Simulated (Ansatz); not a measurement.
**SVWN5/STO-3G run of S2O (Disulfur monoxide)**

What is the energy change on altering one bond length of S2O (Disulfur monoxide) at SVWN5/STO-3G? 

The calculation is run with Ansatz 0.2.0.

54 further runs of the same task are left out: 21 that didn't finish, 33 set aside as unsound or not needed.

## Step 1: The system as given

S2O: 3 atoms, total charge 0, spin state singlet. SMILES: `O=S=S`. Geometry: relaxed at PBE0-D4/def2-TZVP.

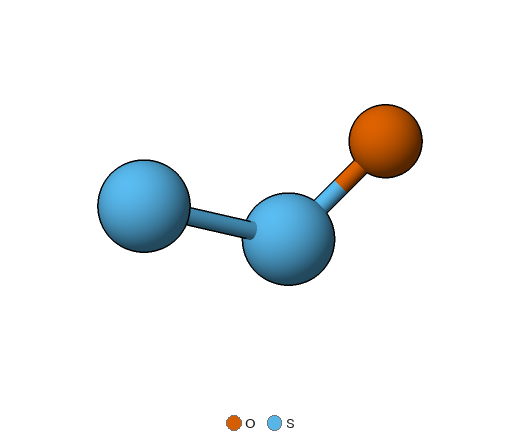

Viewed from a chosen angle; oxygen orange, sulfur blue.

## Step 2: The energy at SVWN5/STO-3G

The input, run.yaml:

```yaml
crystal:
  periodic: [false, false, false]
  atoms:
    - symbol: O
      position_ang: [0.451630, 1.204020, 0.493170]
    - symbol: S
      position_ang: [0.529120, -0.205510, 0.148940]
    - symbol: S
      position_ang: [-0.980740, -0.998510, -0.642110]
basis:
  gaussian: {orbitals: STO-3G}
hamiltonian: {xc: {name: SVWN5}}
accuracy: high
```

Command:

```
$ ansatz run run.yaml --threads 1 --pin off --max-ram 3480MiB --events-out events.jsonl --progress --plain --runs-dir runs
```

Output:

```text
Warning: RAYON_NUM_THREADS=1 ignored (pool sized by the plan → 1); use --threads N
Functional definition: SVWN5
  name "SVWN5"
  exchange = slater_x
  correlation = vwn5_c
412 factors; integrals over basis functions are off by at most 2.5e-8 eV
mean field evaluation 1: about -23349.7249 eV, gradient 3.9e1 eV
mean field evaluation 2: about -23320.3855 eV, gradient 1.1e2 eV
mean field evaluation 4: about -23352.5568 eV, gradient 3.0e1 eV
mean field evaluation 8: about -23355.1596 eV, gradient 2.6e-1 eV
mean field evaluation 16: about -23355.1508 eV, gradient 1.5e-4 eV
mean field evaluation 32: about -23352.6455 eV, gradient 6.4e0 eV
mean field -23355.15075982 eV, -858.2859597336 hartree, gradient 2.8e-8 eV, S^2 0.000000; 3 other end points of the search recorded, 0 dependent functions left out
reference -23355.15076096 eV, -858.2859597755 hartree; 20, 20 occupied and 3, 3 virtual orbitals, 412 factors
Total energy: -23355.15076096 eV, -858.2859597755 hartree
```

Run time: 1.1 s. Hardware: 1 thread of Arm Neoverse V1, shared host.

## Step 3: The distorted shape, same level

The input, job.yaml:

```yaml
basis:
  gaussian:
    orbitals: STO-3G
crystal:
  periodic: [false, false, false]
  atoms:
    - {symbol: O, position_ang: [0.829125, 1.402286, 0.690948]}
    - {symbol: S, position_ang: [0.906615, -0.007244, 0.346718]}
    - {symbol: S, position_ang: [-0.980740, -0.998510, -0.642110]}
total_charge: 0
accuracy: high
hamiltonian:
  xc: {name: SVWN5}
```

Command:

```
$ ansatz run job.yaml --threads 1 --pin off --max-ram 3480MiB --events-out events.jsonl --progress --plain --runs-dir runs
```

Output:

```text
Warning: RAYON_NUM_THREADS=1 ignored (pool sized by the plan → 1); use --threads N
Functional definition: SVWN5
  name "SVWN5"
  exchange = slater_x
  correlation = vwn5_c
398 factors; integrals over basis functions are off by at most 3.0e-8 eV
mean field evaluation 1: about -23344.6514 eV, gradient 4.4e1 eV
mean field evaluation 2: about -23201.4441 eV, gradient 8.7e1 eV
mean field evaluation 4: about -23329.6803 eV, gradient 8.5e1 eV
mean field evaluation 8: about -23354.5507 eV, gradient 9.1e-2 eV
mean field evaluation 16: about -23351.1714 eV, gradient 1.4e1 eV
mean field evaluation 32: about -23351.1714 eV, gradient 1.4e1 eV
mean field -23354.55078205 eV, -858.2639109573 hartree, gradient 1.5e-8 eV, S^2 0.000000; 3 other end points of the search recorded, 0 dependent functions left out
reference -23354.55078325 eV, -858.2639110015 hartree; 20, 20 occupied and 3, 3 virtual orbitals, 398 factors
Total energy: -23354.55078325 eV, -858.2639110015 hartree
```

Run time: 1.1 s. Hardware: 1 thread of Arm Neoverse V1, shared host.

## Step 4: Summary of results

Level: SVWN5/STO-3G.

```
                                                         quantity          value
                                        first shape: total energy  -858.28596 Eh
                                    distorted shape: total energy  -858.26391 Eh
energy change with the S2–S3 bond stretched from 1.880 to 2.350 Å       0.600 eV
```

With the S2–S3 bond stretched from 1.880 to 2.350 Å the energy rises by 0.60 eV (13.8 kcal/mol). The first shape isn't relaxed at this level, so the change isn't measured from a minimum. The minimal basis adds a large error of its own.
